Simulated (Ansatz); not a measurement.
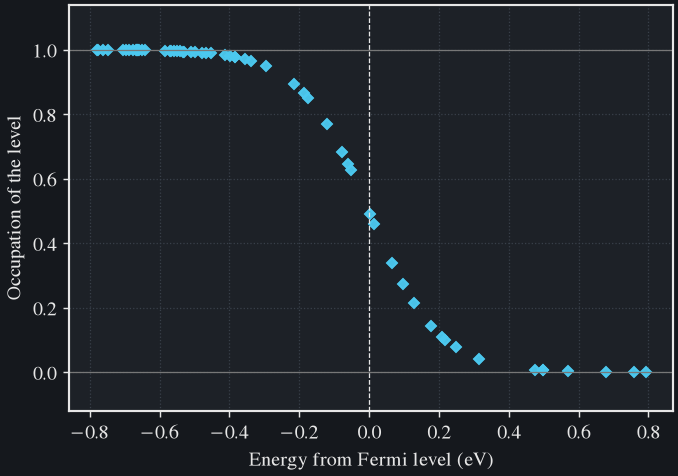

Occupations of the one-electron levels of the k mesh against their energy, from a run on AlNi, space group Pm-3m, 2 atoms in the cell, with Ansatz.

### Which smearing scheme was used (Fermi-Dirac, Gaussian, Methfessel-Paxton or cold), and about what width?

Fermi-Dirac smearing with a width of 0.1 eV. The occupations stay between 0 and 1 and have long exponential tails; the slope at the Fermi level is 1/(4 × width).
